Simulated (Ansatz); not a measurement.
System: C$_{3}$H$_{9}$ClZr.

```xyz
14

C    -1.1477   -0.6655    1.4228
C     2.0965    0.5822    0.7556
C     0.4104   -1.3409   -1.6809
Cl   -0.8167    2.1812   -1.0529
Zr    0.1232    0.2104   -0.1459
H    -2.2172   -0.4200    1.2975
H    -0.8365   -0.3114    2.4232
H    -1.0514   -1.7679    1.4133
H     2.8987    0.4759    0.0017
H     2.2906   -0.1560    1.5569
H     2.1839    1.5904    1.1984
H     1.2288   -2.0212   -1.3771
H     0.6708   -0.9219   -2.6692
H    -0.5032   -1.9514   -1.8050
```

Geometry: PBE0-D4/def2-SVP; core potentials replace the inner electrons of Zr.

The calculation used isolated molecule in a Gaussian basis; Kohn-Sham density functional theory, functional PBE0 (Ansatz 0.2.0).

What can the converged electron density and electron localisation function tell about the bonding?

C–Zr (2.20 Å): ρ is about 0.74 e/Å³ halfway; the ELF peaks at about 0.95 in the valence shell of C, 0.7 Å from its nucleus, and is about 0.50 at the midpoint.
Zr–Cl (2.36 Å): ρ is about 0.55 e/Å³ halfway; the ELF peaks at about 0.85 in the valence shell of Cl, 0.8 Å from its nucleus, and is about 0.30 at the midpoint.

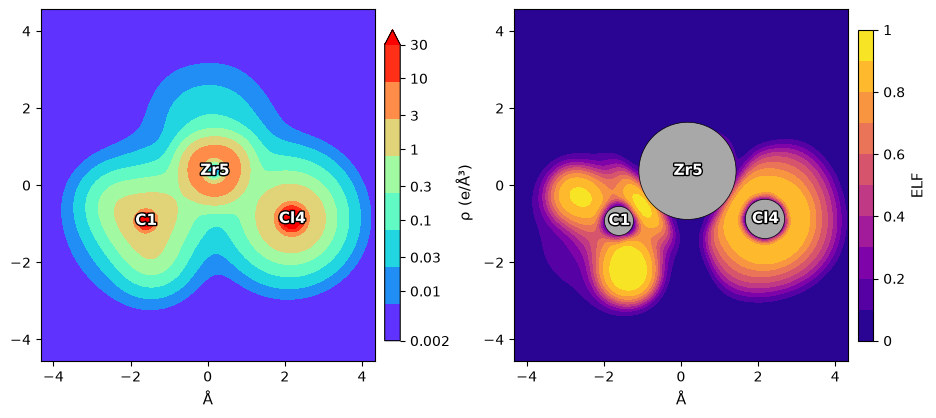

Computed electron density and electron localisation function on the plane of atoms C1, Zr5 and Cl4, in this order. Grey discs cover the atomic cores in the ELF map. 
